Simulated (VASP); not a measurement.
Band structure of MnF2 (rutile). Level of theory: LDA (Ceperley-Alder, Perdew-Zunger) with spin-orbit coupling, VASP's LDA PAW potentials (set 64) (plane waves; VASP).

The path is coarsely sampled, so an indirect gap can come out somewhat too large.

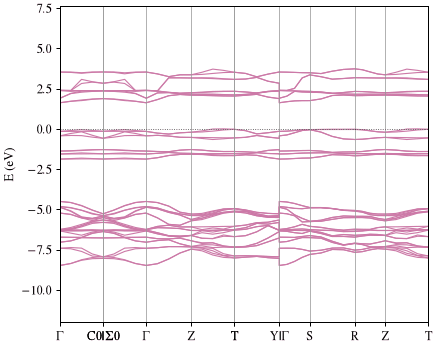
Figure. Bands along high-symmetry lines, zero at the valence-band maximum or, without a gap, the Fermi level

Task: Read the plot: is there a gap, and where are the band edges?

Result: The gap is indirect, 1.62 eV, from the valence maximum at Z-A0 at 0.75 to the conduction minimum at Γ.

The compound is MnF2 in the rutile structure. It was relaxed first, which changed the volume by -7 %.
